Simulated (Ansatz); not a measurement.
The structure below was relaxed with r2SCAN (Ansatz, a quantum-chemistry and plane-wave program, PAW, no spin-orbit coupling).

```yaml
crystal:
  lattice:
    - [0.00000, 2.11626, 2.11626]
    - [2.11626, 0.00000, 2.11626]
    - [2.11626, 2.11626, 0.00000]
  atoms:
    - { symbol: N, position: [0.00000, 0.00000, 0.00000] }
    - { symbol: Ti, position: [0.50000, 0.50000, 0.50000] }
```

**Question.** Find the space group and the Wyckoff positions.

**Answer.** Space group Fm-3m (No. 225); a = 4.2325 Å, b = 4.2325 Å, c = 4.2325 Å, α = 90.00°, β = 90.00°, γ = 90.00°

```
atom  site  symmetry       x       y       z
----  ----  --------  ------  ------  ------
N       4a      m-3m  0.0000  0.0000  0.0000
Ti      4b      m-3m  0.5000  0.5000  0.5000
```

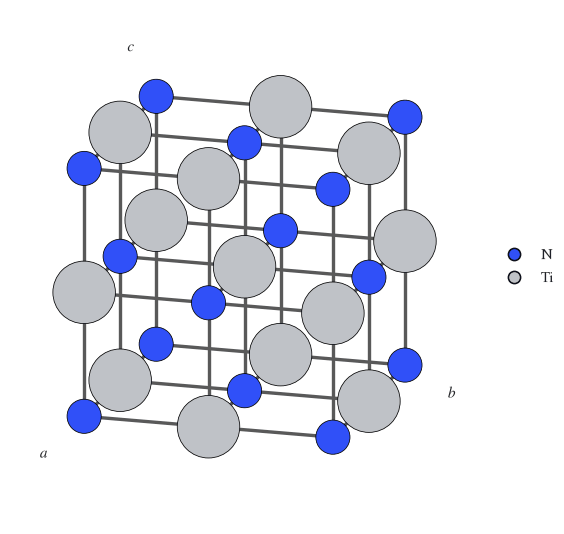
*The conventional cell*

No phonon test of stability was made. The final runs are not spin-polarised. An odd electron count without spin: TiN. The cell was made from TaN by this change: Ta → Ti.
